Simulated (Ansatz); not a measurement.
## A computed series for hypothetical rock salt SbP: response to strain

The parent structure is SbP in the rock salt structure (space group Fm-3m, No. 225; a = 5.600 Å; a hypothetical phase, not in the database extracts checked; relaxed with 0.1 eV smearing).

Strains are applied to the cell and any free atomic positions relax.

Calculations: r2SCAN, PAW, 500 eV (Ansatz, a program for electronic structure; no spin-orbit coupling).

Notes on the quantities. energy relative to the base: free energy F.

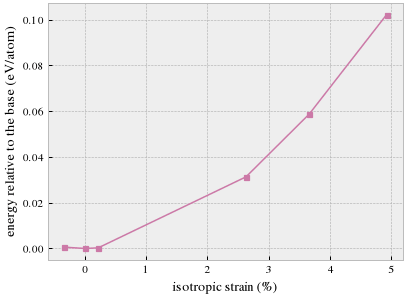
Energy relative to the base against isotropic strain

Task: From the plot, what is the energy relative to the base for isotropic strain +4.92 %?

Result: About 0.102 eV/atom.

Task: Is the trend monotonic over the range shown?

Result: No, it turns within the range, spanning 0 meV/atom to +102 meV/atom.

Stability against distortions was not tested. All final runs are without spin polarisation.
